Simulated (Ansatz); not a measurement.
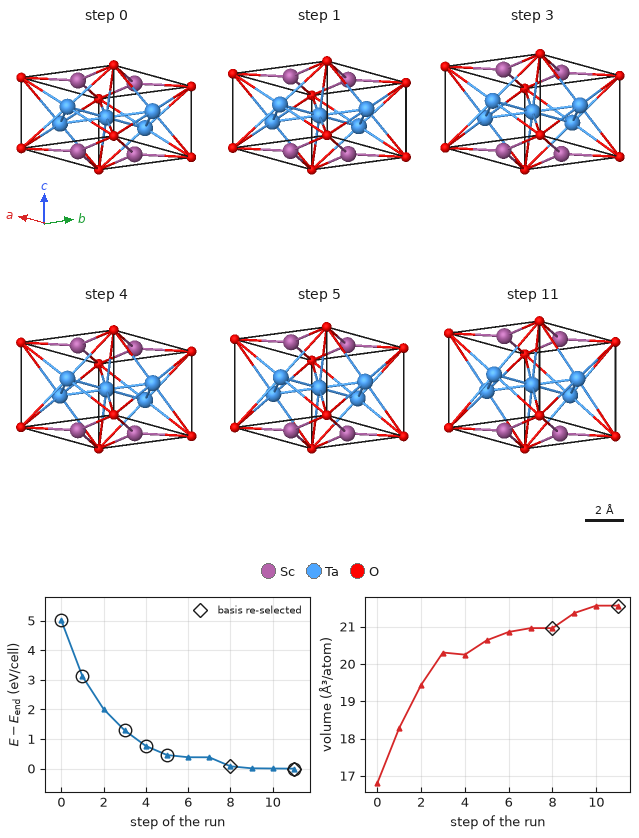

Frames of a relaxation of a crystal of Sc2Ta3O (a generated structure, set up in P6/mmm) (coarse preliminary run), marked on the history of the run. The picture is a ball-and-stick view of the cell of the calculation, seen from a free direction.

The calculation used DFT PBE, scalar-relativistic, plane waves, PAW in Ansatz 0.2.0.

Input file:
```yaml
crystal:
  lattice:
    - [5.35087294, 0.0, 0.0]
    - [-2.67543647, 4.6339919, 0.0]
    - [0.0, 0.0, 4.06459112]
  atoms:
    - { symbol: Sc, position: [0.66666667, 0.33333333, 0.0] }
    - { symbol: Sc, position: [0.33333333, 0.66666667, 0.0] }
    - { symbol: Ta, position: [0.5, 0.5, 0.5] }
    - { symbol: Ta, position: [0.5, 0.0, 0.5] }
    - { symbol: Ta, position: [0.0, 0.5, 0.5] }
    - { symbol: O, position: [0.0, 0.0, 0.0] }
basis:
  ecutwfc: 420
kpoints:
  mp_grid: { grid: [6, 6, 4] }
hamiltonian:
  xc: pbe
scf:
  occupations: { method: gaussian, width: 0.1 }
  lower_state_search: "off"
output:
  forces: true
  stress: true
  eigenvalues: true
relax:
  adjacent_minimum: "off"
  f_tol: 0.04
  max_steps: 70
  cell: { stress_tol: 0.4 }
```

Run as
```bash
ansatz run input.yaml --threads 1 --pin off --max-ram 2560MiB --backend cpu --events-out ev --progress --plain --runs-dir out
```

Describe the path.

No atom moves by more than 0.005 Å relative to the cell. The volume changes by +28.4 %, with a = b 5.351 → 5.247 Å (−1.9 %), c 4.065 → 5.426 Å (+33.5 %). Among the contacts that change: Sc1–Ta3 2.553 → 3.107 Å, Ta3–O6 3.360 → 3.774 Å, Sc1–Sc2 3.089 → 3.029 Å, Sc1–O6 3.089 → 3.029 Å. The space group stays P6/mmm (No. 191). Over 9 accepted moves (11 points after the start) the energy falls by 5.007 eV per cell of the calculation. All forces vanish by symmetry, so only the cell relaxes. Pressure: 34.04 GPa at the start and −0.14 GPa at the end. At 2 points the geometry stayed and the basis and grid were re-selected for the new cell (energy shift of 0.303 eV per cell of the calculation at most each time). The run took 2.1 min on 1 thread of Intel(R) Xeon(R) Processor @ 2.70GHz (shared host), peak memory 0.47 GiB. From step 0 to 1: volume +8.8 %, energy −1.889 eV per cell of the calculation. From step 1 to 3: volume +11.1 %, energy −1.828 eV per cell of the calculation. From step 3 to 4: volume −0.3 %, energy −0.525 eV per cell of the calculation. From step 4 to 5: volume +1.9 %, energy −0.306 eV per cell of the calculation. From step 5 to 11: volume +4.5 %, energy −0.459 eV per cell of the calculation.

| step | E − E(0), meV/atom | pressure, GPa | volume, Å³/atom | note |
| --- | --- | --- | --- | --- |
| 0 | 0.00 | 34.04 | 16.798 |  |
| 1 | -314.83 | 20.01 | 18.278 |  |
| 2 | -499.16 | 11.32 | 19.436 |  |
| 3 | -619.47 | 5.72 | 20.307 |  |
| 4 | -706.95 | 5.11 | 20.250 |  |
| 5 | -757.98 | 2.21 | 20.635 |  |
| 6 | -770.34 | 0.27 | 20.858 |  |
| 7 | -770.74 | -0.10 | 20.961 |  |
| 8 | -821.32 | 2.20 | 20.961 | same geometry, new basis |
| 9 | -832.60 | 0.54 | 21.366 |  |
| 10 | -833.75 | -0.16 | 21.564 |  |
| 11 | -834.49 | -0.14 | 21.564 | same geometry, new basis |

Limits of the set-up: the k-point mesh is coarse for a cell with partly filled bands.
